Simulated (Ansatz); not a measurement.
# Run report: CH₅BOSi, phonon calculation

CH₅BOSi, SMILES B[SiH]1CO1, computed with RKS BLYP-D4/cc-pVDZ (Ansatz 0.2.0).

It belongs to a series of runs on one base structure; here: vibrations at the highest image of the band.

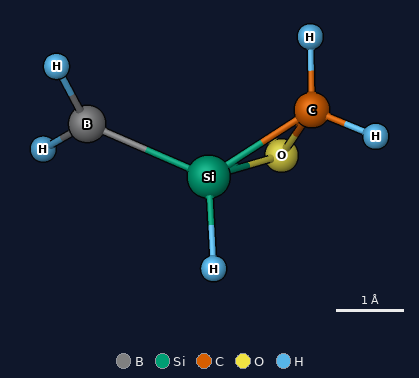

**Figure 1.** The input geometry (ball-and-stick view, seen at a tilt).

## Input
```yaml
crystal:
  periodic: [false, false, false]
  atoms:
    - { symbol: B, position_ang: [-0.379374, 1.808566, -0.143825] }
    - { symbol: Si, position_ang: [0.553357, 0.083135, 0.334469] }
    - { symbol: C, position_ang: [0.014157, -1.565275, -0.318957] }
    - { symbol: O, position_ang: [-0.541704, -1.110508, 0.997728] }
    - { symbol: H, position_ang: [-0.449198, 2.221213, -1.279977] }
    - { symbol: H, position_ang: [-0.917032, 2.452034, 0.730745] }
    - { symbol: H, position_ang: [1.901288, 0.176847, 1.00478] }
    - { symbol: H, position_ang: [-0.752175, -1.651681, -1.112449] }
    - { symbol: H, position_ang: [0.659182, -2.46063, -0.229612] }
basis:
  gaussian: { orbitals: cc-pVDZ }
hamiltonian:
  xc: blyp
  dispersion: d4
phonons: {}
```

Machine: 1 thread of Intel Xeon @ 2.50GHz (Skylake/Cascade Lake), 189 GiB of memory available, shared host.

Launch command:
```bash
ansatz run input.yaml --threads 1 --pin off --max-ram 2048MiB --backend cpu --events-out ev --progress --plain --runs-dir out
```

## What the program printed
```
Engine: ansatz 0.2.0, x86_64-unknown-linux-gnu
Functional definition: BLYP
  parameter beta = 0.0042
  parameter a = 0.04918
  parameter b = 0.132
  parameter c = 0.2533
  parameter d = 0.349
  exchange = b88_x(beta = beta)
  correlation = lyp_c(a = a, b = b, c = c, d = d)
997 factors; their error is unknown
mean field evaluation 1: about -11707.5449 eV, gradient 5.8e1 eV
mean field evaluation 2: about -11605.6647 eV, gradient 1.8e2 eV
mean field evaluation 4: about -11715.1978 eV, gradient 1.6e1 eV
mean field evaluation 8: about -11715.7863 eV, gradient 1.1e-1 eV
mean field evaluation 16: about -11715.7437 eV, gradient 3.1e-4 eV
mean field -11715.74370938 eV, -430.5456401034 hartree, gradient 4.5e-5 eV, S^2 0.000000; 0 other end points of the search recorded, 0 dependent functions left out
the calculation of the forces begins
reference -11715.74403404 eV, -430.5456520345 hartree; 19, 19 occupied and 66, 66 virtual orbitals, 997 factors
these checks for a lower state are left out or cut short: stability, starts, cluster_reference, orbital_swaps, neighbouring_geometries, increment
997 factors; their error is unknown
mean field -11715.74364085 eV, -430.5456375849 hartree, gradient 1.4e-6 eV, S^2 0.000000; 0 other end points of the search recorded, 0 dependent functions left out
[... from here on the field's lines of each further geometry are left out, up to the last ...]
the calculation of the forces begins
reference -11715.74401431 eV, -430.5456513094 hartree; 19, 19 occupied and 66, 66 virtual orbitals, 997 factors
these checks for a lower state are left out or cut short: stability, starts, cluster_reference, orbital_swaps, neighbouring_geometries, increment
997 factors; their error is unknown
mean field -11715.74369870 eV, -430.5456397109 hartree, gradient 1.6e-6 eV, S^2 0.000000; 0 other end points of the search recorded, 0 dependent functions left out
the calculation of the forces begins
reference -11715.74402334 eV, -430.5456516412 hartree; 19, 19 occupied and 66, 66 virtual orbitals, 997 factors
WARN: phonons: modes at or below zero, which the zero-point energy, F, S and C_V leave out: 1, the lowest at -232.41 cm⁻¹. A minimum has none, and a first-order saddle one
Total energy: -11716.08673762 eV, -430.5582461589 hartree
Atom 0 at    -0.379374     1.808566    -0.143825 Å, force    -0.006649     0.021434     0.005313 eV/Å
Atom 1 at     0.553357     0.083135     0.334469 Å, force     0.020753    -0.012228     0.004082 eV/Å
Atom 2 at     0.014157    -1.565275    -0.318957 Å, force    -0.002228     0.010365    -0.000981 eV/Å
Atom 3 at    -0.541704    -1.110508     0.997728 Å, force    -0.009683    -0.002406     0.002820 eV/Å
Atom 4 at    -0.449198     2.221213    -1.279977 Å, force     0.001480    -0.005708    -0.005816 eV/Å
Atom 5 at    -0.917032     2.452034     0.730745 Å, force    -0.000665    -0.008190    -0.000235 eV/Å
Atom 6 at     1.901288     0.176847     1.004780 Å, force    -0.004473     0.001906    -0.005074 eV/Å
Atom 7 at    -0.752175    -1.651681    -1.112449 Å, force     0.000184    -0.003195     0.000168 eV/Å
Atom 8 at     0.659182    -2.460630    -0.229612 Å, force     0.001281    -0.001977    -0.000277 eV/Å
Dipole moment:     0.195875     0.229400    -0.260392 e Å
Vibrations: -232.41 154.17 177.95 509.25 557.43 632.65 656.19 691.99 708.32 796.41 890.43 941.39 1056.44 1063.25 1130.95 1397.54 2109.69 2528.42 2614.79 2969.74 3048.49 cm⁻¹, zero-point energy 1.527205 eV
```

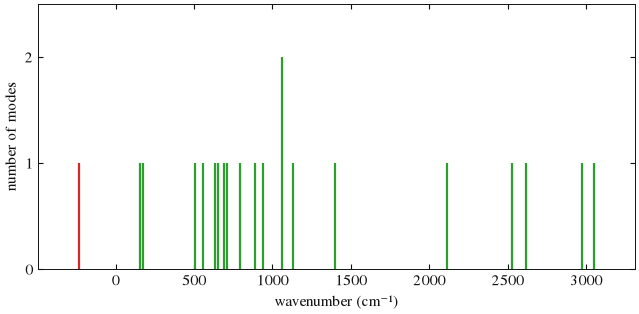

**Figure 2.** Harmonic vibrational wavenumbers from the force constants; neighbouring modes closer than 15 cm⁻¹ are counted in one stick, and imaginary ones are drawn at negative wavenumbers. 21 modes from 232i to 3048 cm⁻¹, 1 imaginary beyond 8i (232i cm⁻¹): a first-order saddle point, if the geometry is stationary.

## Results in brief

```tsv
quantity	value
outcome	converged
total energy	−11716.0867 eV
mean-field energy	−11715.7440 eV
largest force (length of the vector)	0.024 eV/Å
wall time	2.6 min
peak memory	0.13 GiB
```
